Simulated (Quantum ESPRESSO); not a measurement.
# Zr (Zirconium): from the cell to the phonon bands

How does Zr (Zirconium) vibrate, and is this structure a minimum?

Method: DFT PBEsol, scalar-relativistic, plane waves, PseudoDojo norm-conserving pseudopotentials, in Quantum ESPRESSO 7.5.

## Step 1: The structure

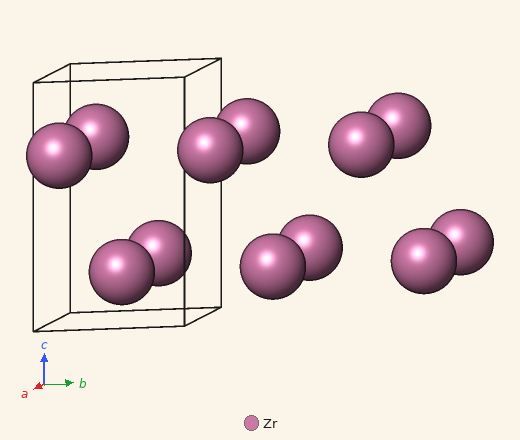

The cell as given, slightly off an axis (zirconium pink). 2×3×1 cells are drawn.

## Step 2: A first look

Before anything dear is run, a loose run with smearing shows whether this is a metal and how far the cell is from rest.

probe.in

```
&control
   calculation = 'scf'
   prefix = 'x'
   outdir = './tmp'
   pseudo_dir = './pseudo'
   tprnfor = .true.
   tstress = .true.
   verbosity = 'high'
/
&system
   ibrav = 0
   nat = 2
   ntyp = 1
   ecutwfc = 66.0
   occupations = 'smearing'
   smearing = 'gaussian'
   degauss = 0.01
/
&electrons
   conv_thr = 1.0d-07
   mixing_beta = 0.7
   electron_maxstep = 100
/
ATOMIC_SPECIES
 Zr     91.2240  Zr.upf
CELL_PARAMETERS angstrom
     3.232000000    0.000000000    0.000000000
    -1.616000000    2.798994105    0.000000000
     0.000000000    0.000000000    5.147000000
ATOMIC_POSITIONS crystal
 Zr     0.333333333   0.666666667   0.250000000
 Zr     0.666666667   0.333333333   0.750000000
K_POINTS automatic
 6 6 4 0 0 0
```

Command:

```bash
$ OMP_NUM_THREADS=1 mpirun -n 4 pw.x -nk 4 -in probe.in > probe.out
```

Log:

```text
[banners, grids, parts of the stress and lines that vanish by symmetry left out]
Program PWSCF v.7.5
     Message from routine setup:
     using ibrav=0 with symmetry is DISCOURAGED, use correct ibrav instead
[...]
kinetic-energy cutoff     =      66.0000  Ry
     charge density cutoff     =     264.0000  Ry
     scf convergence threshold =      1.0E-07
[...]
Exchange-correlation= PBESOL
                           (   1   4  10   8   0   0   0)
[...]
24 Sym. Ops., with inversion, found (12 have fractional translation)
[...]
(     0          1          0      )
                  (     0          0          1      )
[...]
(  0.0000000  1.0000000  0.0000000 )
                  (  0.0000000  0.0000000  1.0000000 )
[...]
(     0         -1          0      )       (  0.0000000 )
[...]
(  0.0000000  0.0000000  1.0000000 )
[...]
(    -1          0          0      )
                  (     0          0          1      )
[...]
( -0.8660254 -0.5000000  0.0000000 )
                  (  0.0000000  0.0000000  1.0000000 )
[...]
number of k points=    21  Gaussian smearing, width (Ry)=  0.0100
[...]
End of self-consistent calculation
[...]
the Fermi energy is    14.0328 ev
!    total energy              =    -202.38607067 Ry
[...]
convergence has been achieved in   5 iterations
[...]
atom    1 type  1   force =    -0.00000000   -0.00000000    0.00000000
     atom    2 type  1   force =     0.00000000    0.00000000    0.00000000
[...]
Total force =     0.000000     Total SCF correction =     0.000000
[...]
total   stress  (Ry/bohr**3)                   (kbar)     P=      -33.67
[...]
XML data file, charge density, pseudopotentials, collected wavefunctions

   JOB DONE.
```

Elapsed: 3.2 s, on 4 MPI ranks of Arm Neoverse V1, shared host; 13 s of CPU time.

Read from the output:

```
volume per atom   : 23.28 Å³
pressure          : -3.368 GPa
gap on the k-mesh : 0 eV
```

No gap opens on this mesh, so smearing is kept; the start stands at -3.4 GPa.

## Step 3: Relaxing the cell and atoms

The relaxation runs at a cutoff a fifth above that of the response, since stress converges more slowly with the basis than frequencies do. Forces and stress are brought to rest with tight thresholds.

relax.in

```
&control
   calculation = 'vc-relax'
   prefix = 'x'
   outdir = './tmp'
   pseudo_dir = './pseudo'
   tprnfor = .true.
   tstress = .true.
   forc_conv_thr = 2.0d-05
   etot_conv_thr = 1.0d-07
   nstep = 40
/
&system
   ibrav = 0
   nat = 2
   ntyp = 1
   ecutwfc = 79
   occupations = 'smearing'
   smearing = 'mv'
   degauss = 0.02
/
&electrons
   conv_thr = 1.0d-11
   mixing_beta = 0.7
   electron_maxstep = 100
/
&ions
/
&cell
   press_conv_thr = 0.2
/
ATOMIC_SPECIES
 Zr     91.2240  Zr.upf
CELL_PARAMETERS angstrom
     3.232000000    0.000000000    0.000000000
    -1.616000000    2.798994105    0.000000000
     0.000000000    0.000000000    5.147000000
ATOMIC_POSITIONS crystal
 Zr     0.333333333   0.666666667   0.250000000
 Zr     0.666666667   0.333333333   0.750000000
K_POINTS automatic
 15 15 8 0 0 0
```

Command:

```bash
$ OMP_NUM_THREADS=1 mpirun -n 4 pw.x -nk 4 -in relax.in > relax.out
```

Log:

```text
[banners, grids, parts of the stress and lines that vanish by symmetry left out]
[banner, memory and clock lines left out]
Program PWSCF v.7.5

[...]
kinetic-energy cutoff     =      79.0000  Ry
     charge density cutoff     =     316.0000  Ry
     scf convergence threshold =      1.0E-11
[...]
energy convergence thresh.=      1.0E-07
     force convergence thresh. =      2.0E-05
     press convergence thresh. =      2.0E-01
     Exchange-correlation= PBESOL
                           (   1   4  10   8   0   0   0)
[...]
24 Sym. Ops., with inversion, found (12 have fractional translation)
[...]
number of k points=   135  Marzari-Vanderbilt smearing, width (Ry)=  0.0200
[...]
End of self-consistent calculation
[...]
the Fermi energy is    13.9686 ev
!    total energy              =    -202.38633053 Ry
[...]
convergence has been achieved in   8 iterations
[...]
atom    1 type  1   force =     0.00000000    0.00000000    0.00000000
     atom    2 type  1   force =     0.00000000    0.00000000    0.00000000
     Total force =     0.000000     Total SCF correction =     0.000000
[...]
total   stress  (Ry/bohr**3)                   (kbar)     P=      -32.62
[...]
number of bfgs steps    =   0
[...]
CELL_PARAMETERS (angstrom)
[...]
ATOMIC_POSITIONS (crystal)
Zr               0.3333333330        0.6666666670        0.2500000000
Zr               0.6666666670        0.3333333330        0.7500000000
[...]
New effective cutoffs (rho, wfc):  319.35   79.91
[...]
End of self-consistent calculation
[...]
the Fermi energy is    14.2428 ev
!    total energy              =    -202.38722082 Ry
[...]
convergence has been achieved in   6 iterations
[...]
atom    1 type  1   force =    -0.00000000   -0.00000000    0.00000000
     atom    2 type  1   force =     0.00000000    0.00000000    0.00000000
     Total force =     0.000000     Total SCF correction =     0.000000
[...]
total   stress  (Ry/bohr**3)                   (kbar)     P=      -17.42
[...]
number of bfgs steps    =   1
[...]
CELL_PARAMETERS (angstrom)
[...]
ATOMIC_POSITIONS (crystal)
Zr               0.3333333330        0.6666666670        0.2500000000
Zr               0.6666666670        0.3333333330        0.7500000000
[...]
New effective cutoffs (rho, wfc):  323.72   81.01
[...]
End of self-consistent calculation
[...]
the Fermi energy is    14.5588 ev
!    total energy              =    -202.38756270 Ry
[...]
convergence has been achieved in   7 iterations
[...]
atom    1 type  1   force =     0.00000000    0.00000000    0.00000000
     atom    2 type  1   force =     0.00000000    0.00000000    0.00000000
     Total force =     0.000000     Total SCF correction =     0.000000
[...]
total   stress  (Ry/bohr**3)                   (kbar)     P=        0.83
[...]
number of bfgs steps    =   2
[...]
CELL_PARAMETERS (angstrom)
[...]
ATOMIC_POSITIONS (crystal)
[...]
New effective cutoffs (rho, wfc):  323.76   81.02
[...]
End of self-consistent calculation
[...]
the Fermi energy is    14.5491 ev
!    total energy              =    -202.38756812 Ry
[...]
total   stress  (Ry/bohr**3)                   (kbar)     P=       -0.10
[...]
number of bfgs steps    =   4
[...]
CELL_PARAMETERS (angstrom)
[...]
ATOMIC_POSITIONS (crystal)
[...]
New effective cutoffs (rho, wfc):  324.54   81.23
[...]
the Fermi energy is    14.5456 ev
!    total energy              =    -202.38758024 Ry
[...]
convergence has been achieved in   6 iterations
[...]
atom    1 type  1   force =    -0.00000000    0.00000000   -0.00000000
     atom    2 type  1   force =     0.00000000   -0.00000000    0.00000000
     Total force =     0.000000     Total SCF correction =     0.000000
[...]
total   stress  (Ry/bohr**3)                   (kbar)     P=       -0.16
[...]
number of bfgs steps    =   5
[...]
CELL_PARAMETERS (angstrom)
[...]
ATOMIC_POSITIONS (crystal)
[...]
New effective cutoffs (rho, wfc):  324.66   81.26
[...]
the Fermi energy is    14.5480 ev
!    total energy              =    -202.38758040 Ry
[...]
convergence has been achieved in   5 iterations
[...]
atom    1 type  1   force =     0.00000000   -0.00000000    0.00000000
     atom    2 type  1   force =    -0.00000000    0.00000000   -0.00000000
     Total force =     0.000000     Total SCF correction =     0.000000
[...]
total   stress  (Ry/bohr**3)                   (kbar)     P=       -0.04
[...]
number of bfgs steps    =   6
[...]
small trust_radius: resetting bfgs history
[...]
CELL_PARAMETERS (angstrom)
[...]
ATOMIC_POSITIONS (crystal)
[...]
New effective cutoffs (rho, wfc):  324.67   81.26
[...]
End of self-consistent calculation
[...]
the Fermi energy is    14.5483 ev
!    total energy              =    -202.38758040 Ry
[...]
convergence has been achieved in   3 iterations
[...]
atom    1 type  1   force =    -0.00000000   -0.00000000    0.00000000
     atom    2 type  1   force =     0.00000000    0.00000000   -0.00000000
     Total force =     0.000000     Total SCF correction =     0.000000
[...]
total   stress  (Ry/bohr**3)                   (kbar)     P=       -0.02
[...]
bfgs converged in   8 scf cycles and   7 bfgs steps
[...]
End of BFGS Geometry Optimization
     Final enthalpy           =    -202.3875804017 Ry
     File ./tmp/x.bfgs deleted, as requested
[...]
CELL_PARAMETERS (angstrom)
[...]
ATOMIC_POSITIONS (crystal)
Zr               0.3333333330        0.6666666670        0.2500000000
Zr               0.6666666670        0.3333333330        0.7500000000
[...]
Final scf calculation at the relaxed structure.
[...]
kinetic-energy cutoff     =      79.0000  Ry
     charge density cutoff     =     316.0000  Ry
     scf convergence threshold =      1.0E-13
[...]
press convergence thresh. =      2.0E-01
     Exchange-correlation= PBESOL
                           (   1   4  10   8   0   0   0)
[...]
24 Sym. Ops., with inversion, found (12 have fractional translation)
[...]
number of k points=   135  Marzari-Vanderbilt smearing, width (Ry)=  0.0200
[...]
c_bands:  1 eigenvalues not converged
     c_bands:  1 eigenvalues not converged
     c_bands:  2 eigenvalues not converged
     c_bands:  1 eigenvalues not converged
[...]
c_bands:  1 eigenvalues not converged
     c_bands:  1 eigenvalues not converged
[...]
End of self-consistent calculation
[...]
the Fermi energy is    14.5483 ev
!    total energy              =    -202.38757279 Ry
[...]
convergence has been achieved in  10 iterations
[...]
atom    1 type  1   force =     0.00000000    0.00000000    0.00000000
     atom    2 type  1   force =     0.00000000    0.00000000    0.00000000
     Total force =     0.000000     Total SCF correction =     0.000000
[...]
total   stress  (Ry/bohr**3)                   (kbar)     P=       -0.03
[...]
XML data file, charge density, pseudopotentials, collected wavefunctions
```

Run time: 3.7 min. Hardware: 4 MPI ranks.

Relaxation path:

```csv
step,energy less that of the first step (eV),largest force (eV/Å),pressure (GPa),volume (Å³)
1,0.0000,0.0000,-3.26,46.56
2,-0.0121,0.0000,-1.74,45.79
3,-0.0168,0.0000,0.08,44.93
4,-0.0168,0.0000,0.02,44.96
5,-0.0169,0.0000,-0.01,44.97
6,-0.0170,0.0000,-0.02,44.96
7,-0.0170,0.0000,0.00,44.95
8,-0.0170,0.0000,0.00,44.95
9,-0.0169,0.0000,0.00,44.95
```

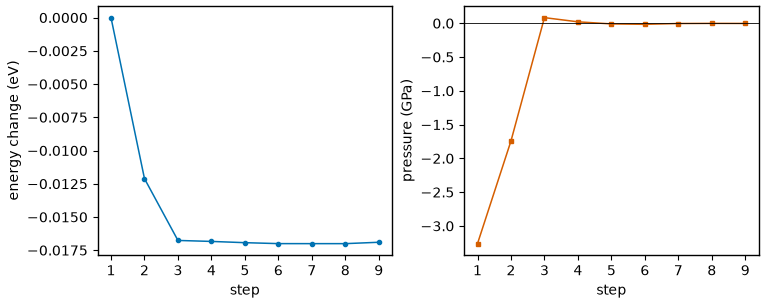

Energy and pressure along the relaxation.

```csv
"conventional cell, symmetrised",before,after,change
a (Å),3.232,3.187,-1.4 %
b (Å),3.232,3.187,-1.4 %
c (Å),5.147,5.112,-0.7 %
volume (Å³/atom),23.28,22.48,-3.5 %
```

The relaxed structure:

```cif
data_structure
_symmetry_space_group_name_H-M 'P 1'
_symmetry_Int_Tables_number 1
_cell_length_a 3.1866
_cell_length_b 3.1866
_cell_length_c 5.1117
_cell_angle_alpha 90.000
_cell_angle_beta 90.000
_cell_angle_gamma 120.000
_cell_volume 44.95
loop_
_atom_site_label
_atom_site_type_symbol
_atom_site_fract_x
_atom_site_fract_y
_atom_site_fract_z
_atom_site_occupancy
Zr1 Zr 0.33333 0.66667 0.25000 1
Zr2 Zr 0.66667 0.33333 0.75000 1
```

The last row of the table of steps is pw.x's closing run on a basis chosen anew for the final cell, so its energy can jump.

Read from the output:

| Quantity | Value |
| --- | --- |
| volume per atom | 22.48 Å³ |
| pressure | -0.002667 GPa |

The volume changes by -3.5 % from the cell with which this run began.

## Step 4: Self-consistent run for the response

Perturbation theory inherits every error of the wavefunctions, so the threshold is set near the limit of the arithmetic. Smearing stays on, as the first look found no gap above 0.3 eV.

scf.in

```
&control
   calculation = 'scf'
   prefix = 'x'
   outdir = './tmp'
   pseudo_dir = './pseudo'
   tprnfor = .true.
   tstress = .true.
/
&system
   ibrav = 0
   nat = 2
   ntyp = 1
   ecutwfc = 66.0
   occupations = 'smearing'
   smearing = 'mv'
   degauss = 0.02
/
&electrons
   conv_thr = 1.0d-12
   mixing_beta = 0.7
   electron_maxstep = 100
/
ATOMIC_SPECIES
 Zr     91.2240  Zr.upf
CELL_PARAMETERS angstrom
     3.186610359    0.000000000    0.000000000
    -1.593305180    2.759685523    0.000000000
     0.000000000    0.000000000    5.111699714
ATOMIC_POSITIONS crystal
 Zr     0.333333333   0.666666667   0.250000000
 Zr     0.666666667   0.333333333   0.750000000
K_POINTS automatic
 15 15 8 0 0 0
```

Command:

```bash
$ OMP_NUM_THREADS=1 mpirun -n 4 pw.x -nk 4 -in scf.in > scf.out
```

Log:

```text
[banners, grids, parts of the stress and lines that vanish by symmetry left out]
[banner, memory and clock lines left out]
Program PWSCF v.7.5

[...]
kinetic-energy cutoff     =      66.0000  Ry
     charge density cutoff     =     264.0000  Ry
     scf convergence threshold =      1.0E-12
[...]
Exchange-correlation= PBESOL
                           (   1   4  10   8   0   0   0)
[...]
24 Sym. Ops., with inversion, found (12 have fractional translation)
[...]
number of k points=   135  Marzari-Vanderbilt smearing, width (Ry)=  0.0200
[...]
End of self-consistent calculation
[...]
the Fermi energy is    14.5483 ev
!    total energy              =    -202.38751983 Ry
[...]
convergence has been achieved in   9 iterations
[...]
atom    1 type  1   force =    -0.00000000   -0.00000000    0.00000000
     atom    2 type  1   force =     0.00000000    0.00000000    0.00000000
     Total force =     0.000000     Total SCF correction =     0.000000
[...]
total   stress  (Ry/bohr**3)                   (kbar)     P=       -0.17
[...]
XML data file, charge density, pseudopotentials, collected wavefunctions
```

It took 21 s on 4 MPI ranks.

This step gave:

```
pressure : -0.01667 GPa
```

The cell stands at -0.017 GPa, close enough for phonons.

## Step 5: Levels on a dense mesh

The coupling is a sum over pairs of states at the Fermi level and needs a much denser mesh than the density does.

scf_fit.in, as its differences from scf.in of step 4:

```diff
@@ -16,5 +16,6 @@
    degauss = 0.02
+   la2F = .true.
 /
 &electrons
-   conv_thr = 1.0d-12
+   conv_thr = 1.0d-10
    mixing_beta = 0.7
@@ -32,2 +33,2 @@
 K_POINTS automatic
- 15 15 8 0 0 0
+ 30 30 16 0 0 0
```

Command:

```bash
$ OMP_NUM_THREADS=1 mpirun -n 4 pw.x -nk 4 -in scf_fit.in > scf_fit.out
```

Log:

```text
[banners, grids, parts of the stress and lines that vanish by symmetry left out]
[banner, memory and clock lines left out]
Program PWSCF v.7.5

[...]
kinetic-energy cutoff     =      66.0000  Ry
     charge density cutoff     =     264.0000  Ry
     scf convergence threshold =      1.0E-10
[...]
Exchange-correlation= PBESOL
                           (   1   4  10   8   0   0   0)
[...]
24 Sym. Ops., with inversion, found (12 have fractional translation)
[...]
number of k points=   819  Marzari-Vanderbilt smearing, width (Ry)=  0.0200
[...]
c_bands:  1 eigenvalues not converged
[...]
End of self-consistent calculation
[...]
the Fermi energy is    14.5476 ev
!    total energy              =    -202.38750303 Ry
[...]
convergence has been achieved in   8 iterations
[...]
atom    1 type  1   force =    -0.00000000   -0.00000000    0.00000000
     atom    2 type  1   force =     0.00000000    0.00000000    0.00000000
     Total force =     0.000000     Total SCF correction =     0.000000
[...]
total   stress  (Ry/bohr**3)                   (kbar)     P=        0.04
[...]
XML data file, charge density, pseudopotentials, collected wavefunctions
```

Elapsed: 1.9 min, on 4 MPI ranks; 7.6 min of CPU time.

Numbers from this step:

```
pressure : 0.003667 GPa
```

## Step 6: Self-consistent run for the response

The run on the dense mesh left its levels for the electron-phonon sums; ph.x needs the ground state on the coarse mesh, so pw.x runs once more in the same folder.

scf.in is that of step 4.

Command:

```bash
$ OMP_NUM_THREADS=1 mpirun -n 4 pw.x -nk 4 -in scf.in > scf.out
```

Log:

```text
[banners, grids, parts of the stress and lines that vanish by symmetry left out]
[banner, memory and clock lines left out]
Program PWSCF v.7.5

[...]
kinetic-energy cutoff     =      66.0000  Ry
     charge density cutoff     =     264.0000  Ry
     scf convergence threshold =      1.0E-12
[...]
Exchange-correlation= PBESOL
                           (   1   4  10   8   0   0   0)
[...]
24 Sym. Ops., with inversion, found (12 have fractional translation)
[...]
number of k points=   135  Marzari-Vanderbilt smearing, width (Ry)=  0.0200
[...]
End of self-consistent calculation
[...]
the Fermi energy is    14.5483 ev
!    total energy              =    -202.38751983 Ry
[...]
convergence has been achieved in   9 iterations
[...]
atom    1 type  1   force =    -0.00000000   -0.00000000    0.00000000
     atom    2 type  1   force =     0.00000000    0.00000000    0.00000000
     Total force =     0.000000     Total SCF correction =     0.000000
[...]
total   stress  (Ry/bohr**3)                   (kbar)     P=       -0.17
[...]
XML data file, charge density, pseudopotentials, collected wavefunctions
```

Elapsed: 22 s, on 4 MPI ranks.

Numbers from this step:

```
pressure : -0.01667 GPa
```

(Part 1 of 3 ends here.)

[Host names and launcher messages were left out of these logs when they were recorded.]

[Logs are printed without paths, hosts, clocks, repeated set-up lines and the standing remarks that a program may print on its own settings, such as how far it seeks lower states.]

[Hosts, paths, dates, database ids (printed as entryN), source tags and the programs' standing remarks are cut or masked in the printed files.]
